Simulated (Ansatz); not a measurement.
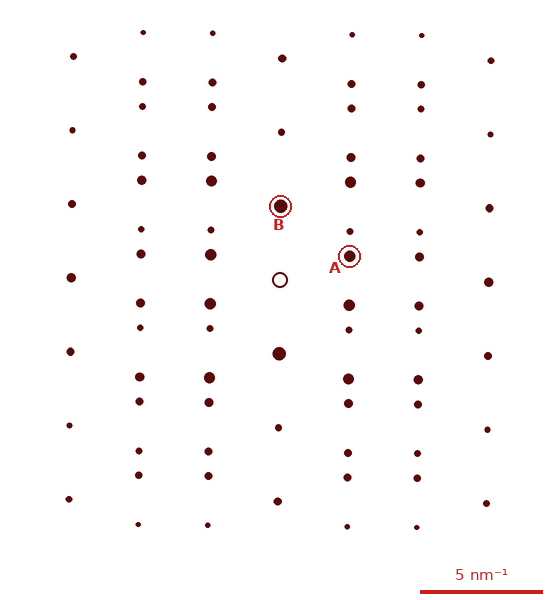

Simulated selected-area electron diffraction pattern (200 kV, kinematic approximation, thin crystal, B = 0.3 Å² for all atoms). Two individuals of a reflection twin are superposed (a geometric construction: whether this twin forms is not tested). Crystal: AgS, space group F-43m (No. 216), a = 5.705 Å, zone axis [110]. Structure: coordinates from a relaxation with DFT PBE, scalar-relativistic, plane waves, PAW in Ansatz 0.2.0; the starting structure was generated, so it need not be a known form of this composition.

In the first individual spot A is -1 1 -1 and spot B is -1 1 1.

> On which plane is the crystal twinned?

(1-1-1). The spot positions of the combined pattern are mirror-symmetric about the row through 1 -1 -1 (d = 3.294 Å), which both individuals share, while a single individual has only symmetry 2mm without that mirror line. Friedel's law adds the mirror line at right angles, so a twin on (1-12) would give the same picture; the more widely spaced plane was used.

> Which other reflections coincide?

Off the common row, 2 -2 4, 3 -3 3, 1 -1 5 and their kin fall on spots of the second individual; about 35 % of the first individual's visible spots are shared.
